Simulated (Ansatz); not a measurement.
# CH3F2 with multiplicity 2: reaction (H-abstraction), part 3 of 3

Wanted: the energy profile along the reaction (H-abstraction), from relaxed end points and a band of images. Meant to form: H1–H5; to break: C2–H1. The start is a guess near the saddle point, from which both ends are pulled out.

Ansatz 0.2.0; UKS B3LYP/def2-SVP. The steps go on from the part before.

## (11) What the band shows

Images 0 and 4 are the ends. Energies count from image 0; the path length is the program's own measure over all atoms.

| image | path (Å) | energy (eV) | H1–H5 (Å) | C2–H1 (Å) | band force (eV/Å) |
| --- | --- | --- | --- | --- | --- |
| 0 | 0.000 | 0.0000 | 2.62 | 1.11 | - |
| 1 | 0.733 | 0.0256 | 1.81 | 1.11 | 0.006 |
| 2 | 1.466 | 0.0364 | 0.81 | 1.84 | 0.007 |
| 3 | 2.199 | -0.1416 | 0.76 | 2.49 | 0.003 |
| 4 | 2.932 | -0.1637 | 0.76 | 3.00 | - |

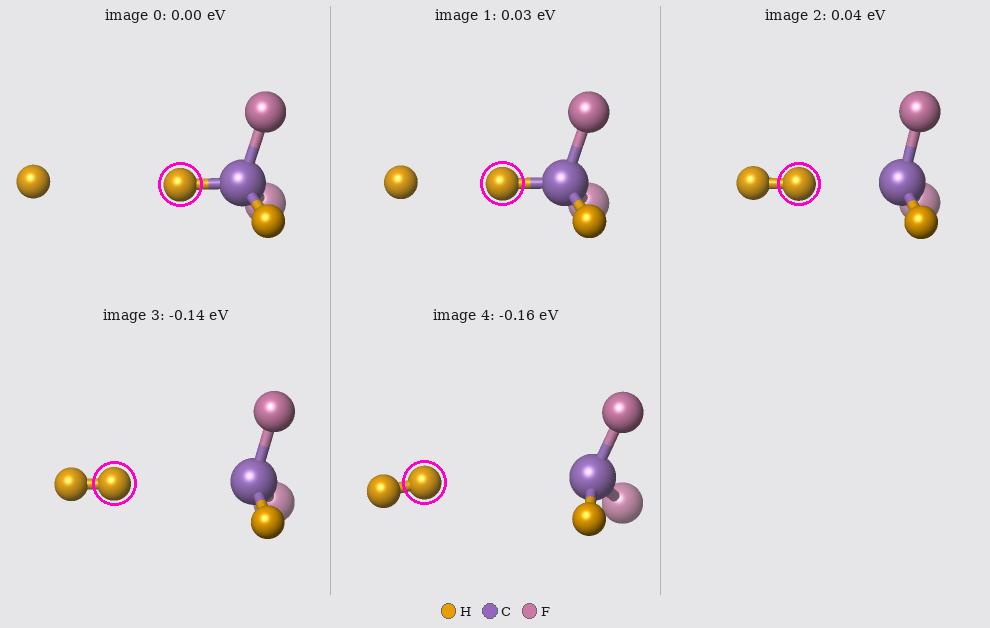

Snapshots along the band, viewed from a free direction. Ringed: H1. Sticks join atoms closer than a bonding distance in each image.

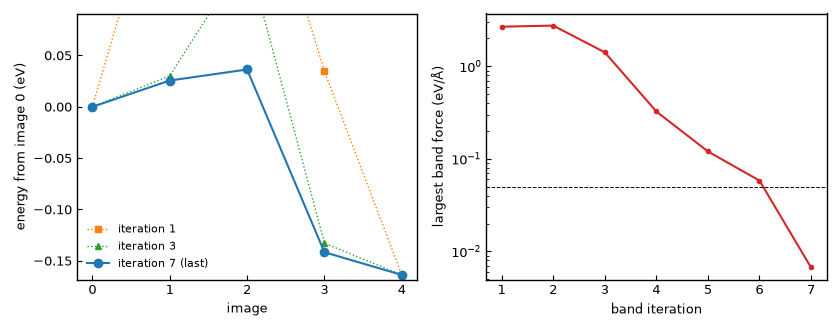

Left: energy of each image for early iterations and the last one (lines only join the points; early values far above the last band run off the scale). Right: the largest band force by iteration, with the threshold dashed.

## (12) A trajectory let go at the top

It starts at the highest inner image of the first converged band: 200 steps of 0.5 fs at constant energy, with velocities drawn for 300 K.

input.yaml

```yaml
crystal:
  periodic: [false, false, false]
  atoms:
    - { symbol: H, position_ang: [0.856967, -0.371315, 0.107819] }
    - { symbol: C, position_ang: [-0.372207, 0.174654, -0.119901] }
    - { symbol: F, position_ang: [-1.279243, -0.725602, 0.2614] }
    - { symbol: F, position_ang: [-0.458454, 1.275151, 0.628389] }
    - { symbol: H, position_ang: [1.703707, -0.757418, 0.319945] }
    - { symbol: H, position_ang: [-0.450867, 0.404529, -1.197652] }
magnetization:
  spin_polarized: true
  initial_magnetization: 1
basis:
  gaussian: { orbitals: def2-SVP }
hamiltonian:
  xc: b3lyp
md:
  timestep: 0.5
  n_steps: 200
  ensemble: nve
  temperature: 300.0
  initial_velocities: maxwell_boltzmann
  seed: 5843
```

Run with:

```sh
> ansatz run input.yaml --threads 1 --pin off --max-ram 2048MiB --backend cpu --events-out ev --progress --plain --runs-dir out
```

The log of the run, cut to the lines that bear on the results:

```text
Warning: RAYON_NUM_THREADS=1 ignored (pool sized by the plan → 1); use --threads N
[...]
Functional definition: B3LYP
[...]
609 factors; integrals over basis functions are off by at most 3.6e-4 eV
[...]
mean field -6511.39710181 eV, -239.2894299082 hartree, gradient 1.5e-5 eV, S^2 0.757831; 0 other end points of the search recorded, 0 dependent functions left out
[...]
reference -6511.39726841 eV, -239.2894360305 hartree; 14, 13 occupied and 43, 44 virtual orbitals, 609 factors
[...]
md step    72: t =    36.00 fs  T =   861.1 K  F+E_penalty+E_count = -6511.68678768 eV  E_kin = 0.445218 eV  conserved = -6511.24156940 eV  (25 SCF iters)
[...]
md step    96: t =    48.00 fs  T =   835.3 K  F+E_penalty+E_count = -6511.67246148 eV  E_kin = 0.431858 eV  conserved = -6511.24060373 eV  (24 SCF iters)
md step    97: t =    48.50 fs  T =   805.7 K  F+E_penalty+E_count = -6511.65630760 eV  E_kin = 0.416586 eV  conserved = -6511.23972154 eV  (25 SCF iters)
```

## (13) The log goes on: dynamics from the highest image of the converged band

The log, continued, cut to the lines that bear on the results:

```text
md step    98: t =    49.00 fs  T =   852.6 K  F+E_penalty+E_count = -6511.68225587 eV  E_kin = 0.440817 eV  conserved = -6511.24143852 eV  (24 SCF iters)
[...]
md step   123: t =    61.50 fs  T =   948.0 K  F+E_penalty+E_count = -6511.73346394 eV  E_kin = 0.490147 eV  conserved = -6511.24331728 eV  (31 SCF iters)
[...]
Atom 2 at    -1.450752    -0.679209     0.274357 Å, force    -0.458558    -0.497408     0.444896 eV/Å
Atom 3 at    -0.553174     1.301867     0.646354 Å, force    -0.210577    -0.477568    -0.420551 eV/Å
Atom 4 at     6.374129    -2.329787     0.504166 Å, force    -0.252389     0.366880     0.000157 eV/Å
Atom 5 at    -0.991810     0.573624    -1.228654 Å, force    -0.118535     0.314275    -0.408322 eV/Å
Dipole moment:    -0.043082     0.029046    -0.260854 e Å
```

Wall time 3.2 min (1 thread of Intel Xeon 6975P-C (Granite Rapids), shared host); peak memory 0.14 GiB.

## (14) Frames and traces

One step in 15; energies are changes from step 0:

```csv
time (fs),T (K),potential energy change (meV/atom),total energy change (meV/atom),H1–H5 (Å),C2–H1 (Å)
0.0,300,0.0,0.00,0.95,1.36
7.5,137,14.1,0.03,0.89,1.43
15.0,480,-15.7,-0.19,0.79,1.64
22.5,656,-30.7,0.00,0.83,1.96
30.0,861,-48.2,0.10,0.83,2.41
37.5,854,-47.6,0.15,0.83,2.89
45.0,873,-49.2,0.19,0.84,3.39
52.5,854,-47.5,0.21,0.84,3.88
60.0,820,-44.5,0.23,0.84,4.35
67.5,840,-46.3,0.23,0.84,4.84
75.0,810,-43.8,0.22,0.84,5.34
82.5,886,-50.3,0.20,0.84,5.82
90.0,802,-43.1,0.19,0.84,6.29
97.5,913,-52.7,0.14,0.83,6.79
100.0,1033,-63.5,-0.35,0.77,6.98
```

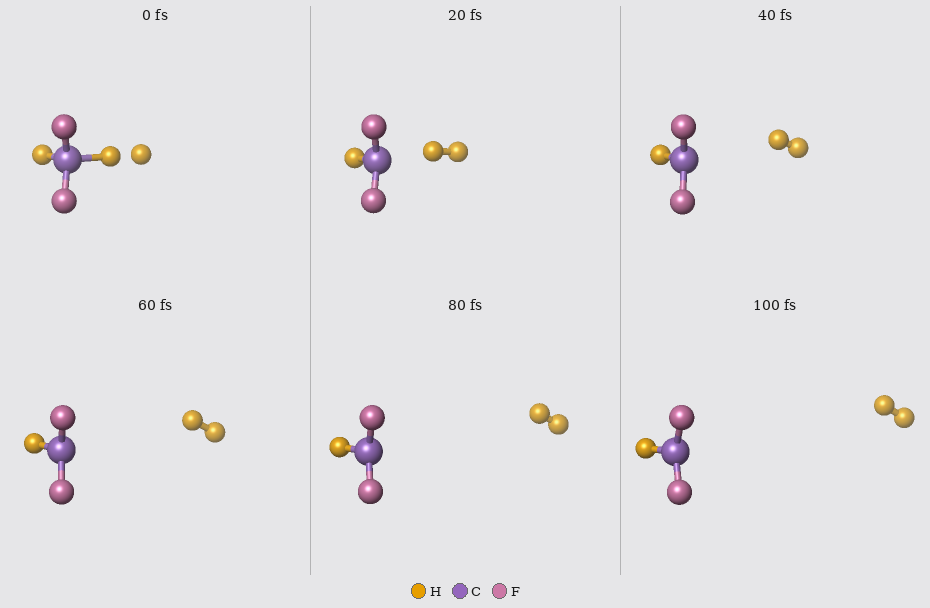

Six frames of the run, seen from a chosen angle. Sticks join atoms within a bonding distance in each frame.

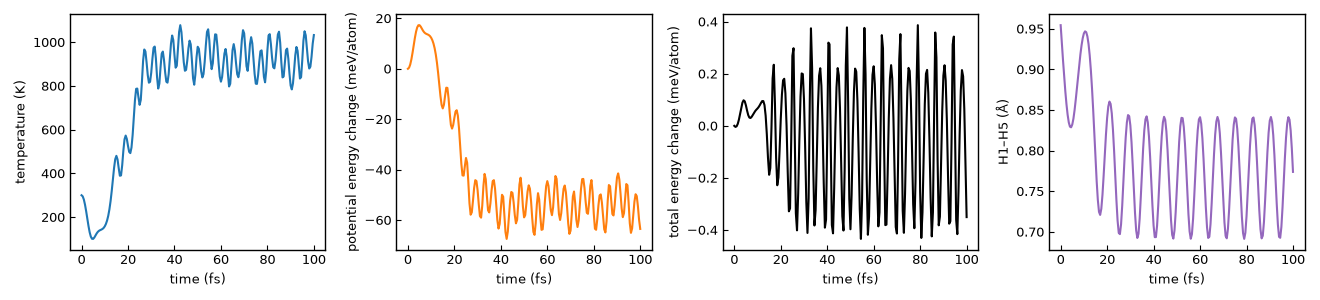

Traces against time; each panel has its own scale.

The last frame stands with the bonds of end B.

## (15) Dynamics from the top

It starts at the highest inner image of the first converged band: 200 steps of 0.5 fs at constant energy, with velocities drawn for 100 K.

input.yaml: that of step 12 with these lines changed.

```diff
@@ -20,4 +20,4 @@
   ensemble: nve
-  temperature: 300.0
+  temperature: 100.0
   initial_velocities: maxwell_boltzmann
-  seed: 5843
+  seed: 5844
```

Run with:

```sh
> ansatz run input.yaml --threads 1 --pin off --max-ram 2048MiB --backend cpu --events-out ev --progress --plain --runs-dir out
```

The log of the run, cut to the lines that bear on the results:

```text
Warning: RAYON_NUM_THREADS=1 ignored (pool sized by the plan → 1); use --threads N
[...]
[... 1 set-up line as earlier in the session ...]
[...]
609 factors; integrals over basis functions are off by at most 3.6e-4 eV
[...]
mean field -6511.39710181 eV, -239.2894299082 hartree, gradient 1.5e-5 eV, S^2 0.757831; 0 other end points of the search recorded, 0 dependent functions left out
[...]
reference -6511.39726841 eV, -239.2894360305 hartree; 14, 13 occupied and 43, 44 virtual orbitals, 609 factors
[...]
md step    72: t =    36.00 fs  T =   585.7 K  F+E_penalty+E_count = -6511.64827630 eV  E_kin = 0.302811 eV  conserved = -6511.34546531 eV  (25 SCF iters)
[...]
md step    96: t =    48.00 fs  T =   837.1 K  F+E_penalty+E_count = -6511.77842224 eV  E_kin = 0.432812 eV  conserved = -6511.34560974 eV  (25 SCF iters)
md step    97: t =    48.50 fs  T =   840.2 K  F+E_penalty+E_count = -6511.78005010 eV  E_kin = 0.434430 eV  conserved = -6511.34562044 eV  (25 SCF iters)
```

## (16) More of the same log: dynamics from the highest image of the converged band

Output, continued, cut to the lines that bear on the results:

```text
md step    98: t =    49.00 fs  T =   834.8 K  F+E_penalty+E_count = -6511.77709182 eV  E_kin = 0.431639 eV  conserved = -6511.34545308 eV  (25 SCF iters)
[...]
md step   123: t =    61.50 fs  T =   825.8 K  F+E_penalty+E_count = -6511.77200048 eV  E_kin = 0.426992 eV  conserved = -6511.34500819 eV  (24 SCF iters)
[...]
Atom 2 at    -1.365833    -0.717073     0.259251 Å, force     0.000774     0.007097     0.353399 eV/Å
Atom 3 at    -0.494999     1.300295     0.632166 Å, force    -0.237803    -0.529409    -0.220949 eV/Å
Atom 4 at     5.285234    -2.326557     1.147423 Å, force    -0.256954     0.651507    -0.293452 eV/Å
Atom 5 at    -1.230093     0.685555    -1.167690 Å, force    -0.219854     0.343755    -0.559023 eV/Å
Dipole moment:    -0.081140     0.060472    -0.239452 e Å
```

Wall time 3 min (1 thread of Intel Xeon 6975P-C (Granite Rapids), shared host); peak memory 0.14 GiB.

## (17) What the atoms did

The trajectory, every 8 steps (energies from step 0):

```csv
time (fs),T (K),potential energy change (meV/atom),total energy change (meV/atom),H1–H5 (Å),C2–H1 (Å)
0.0,100,0.0,0.00,0.95,1.36
4.0,47,4.6,0.03,0.93,1.37
8.0,13,7.5,0.04,0.94,1.37
12.0,60,3.4,0.02,0.96,1.38
16.0,77,2.0,0.01,0.96,1.39
20.0,44,4.8,0.03,0.91,1.42
24.0,68,2.8,0.05,0.82,1.49
28.0,234,-11.5,0.01,0.83,1.58
32.0,416,-27.2,-0.01,0.79,1.75
36.0,586,-41.9,-0.01,0.76,1.96
40.0,724,-53.8,0.00,0.78,2.19
44.0,804,-60.7,-0.03,0.76,2.46
48.0,837,-63.6,-0.04,0.77,2.71
52.0,855,-65.0,-0.02,0.76,2.98
56.0,861,-65.6,-0.01,0.76,3.24
60.0,857,-65.2,-0.01,0.77,3.50
64.0,858,-65.4,-0.02,0.75,3.78
68.0,844,-64.1,0.02,0.78,4.05
72.0,820,-62.0,0.03,0.74,4.34
76.0,810,-61.1,0.03,0.78,4.59
80.0,822,-62.2,0.03,0.74,4.88
84.0,830,-62.9,0.05,0.79,5.12
88.0,829,-62.7,0.06,0.74,5.41
92.0,825,-62.4,0.05,0.79,5.66
96.0,843,-64.0,0.04,0.74,5.95
100.0,831,-63.0,0.04,0.78,6.21
```

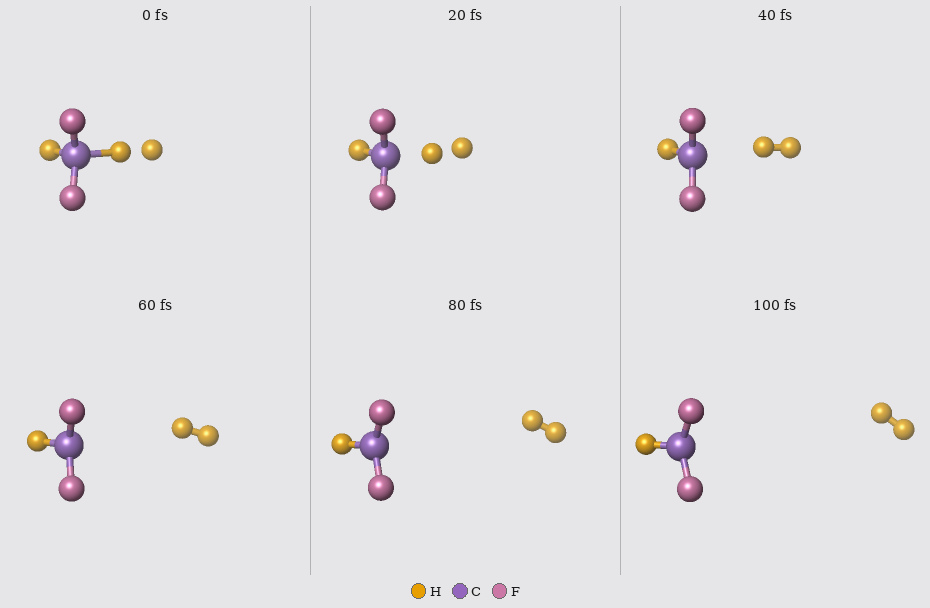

The system at six times, viewed from a chosen angle. Sticks join atoms within a bonding distance in each frame.

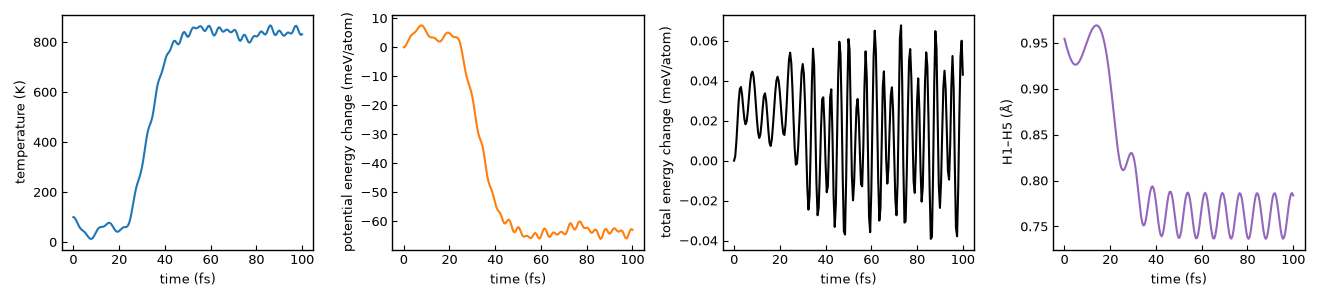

Time series of the run, each on its own scale.

The last frame stands with the bonds of end B.

## (18) What came out

The summary covers parts 1 to 3.

| quantity | value |
| --- | --- |
| end A | 7 moves, 0.022 eV lower |
| end B | 13 moves, 0.114 eV lower |
| first band: barrier forwards | 0.257 eV |
| first band: barrier backwards | 0.421 eV |
| first band: second end relative to first | -0.164 eV |
| first band: highest image | 4 of 0 to 10, climbing |
| first band: band iterations | 9 |
| pieces at the ends | CH2F2 + H → CHF2 + H2 |
| imaginary modes at the top | 1241i cm⁻¹ |
| second band | top 0.036 eV above image 0, 7 iterations, 3 inner images, none climbing |
| time, first and second band | 90 s and 26 s |
| trajectory at 300 K, after 100 fs | with the bonds of end B, at 1033 K |
| trajectory at 100 K, after 100 fs | with the bonds of end B, at 831 K |

What this shows: In the first band: the top lies 0.26 eV above the first end, or 10 kT at room temperature. The second end lies 0.16 eV below the first, so the way back costs 0.42 eV. By distance, end A alone has H1–C2 and end B alone has H1–H5. One imaginary mode, as a first-order saddle point has. The second band's top lies 221 meV below the first's, as a band that doesn't climb stops under the top. As for the second band: so few images can miss the top or cut a corner of the path. These are electronic energies, with no zero-point or thermal terms.
